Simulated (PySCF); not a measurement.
Consider C7H6FNSi.

```xyz
16

N     5.1659   -0.3136    0.8413
C     4.0605   -0.3688    0.5285
C     2.7548   -0.4320    0.1554
C     1.6003   -0.5082   -0.1978
C     0.2242   -0.5532   -0.5869
C    -0.2453    0.7892   -1.0960
C    -1.3940    1.2737   -0.6583
C    -2.1831    0.4605    0.3231
F    -2.5854    1.2466    1.3974
Si   -0.9948   -0.9591    0.8618
H     0.1279   -1.2957   -1.3888
H     0.3769    1.3052   -1.8114
H    -1.7929    2.2267   -0.9690
H    -3.1192    0.1161   -0.1351
H    -1.5835   -2.2881    0.7055
H    -0.4201   -0.6904    2.1731
```

Geometry: GFN2-xTB.

Computed with PySCF, PBE0/pcSseg-1, SCF density, gas phase, non-relativistic.

Predict the electron density and electron localisation function between the atoms.

Answer. C–N (1.15 Å): the density is about 3.5 e/Å³ at the midpoint; the ELF peaks at about 0.90 between the atoms; a multiple bond.
C–C (1.21 Å): ρ is about 2.7 e/Å³ halfway; the ELF peaks at about 0.85 between the atoms (a short, multiple covalent bond).

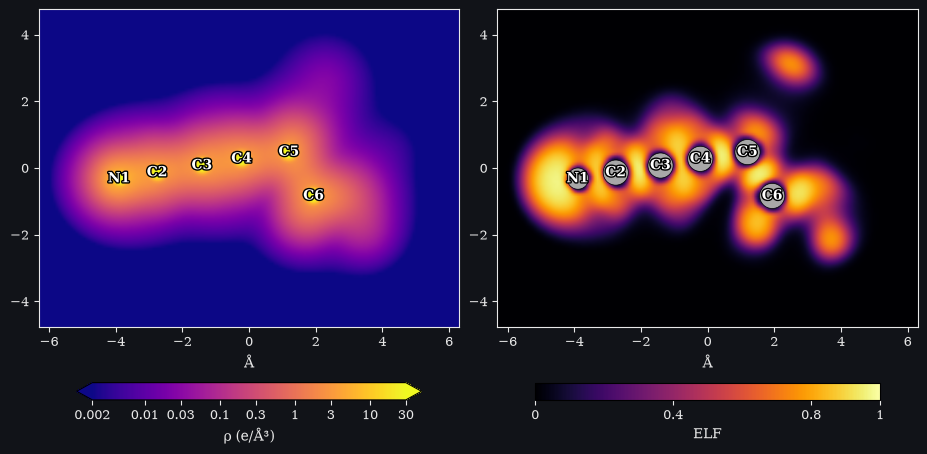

Computed electron density and electron localisation function on the plane of atoms C4, C5 and C6, in this order. Grey discs cover the atomic cores in the ELF map. 
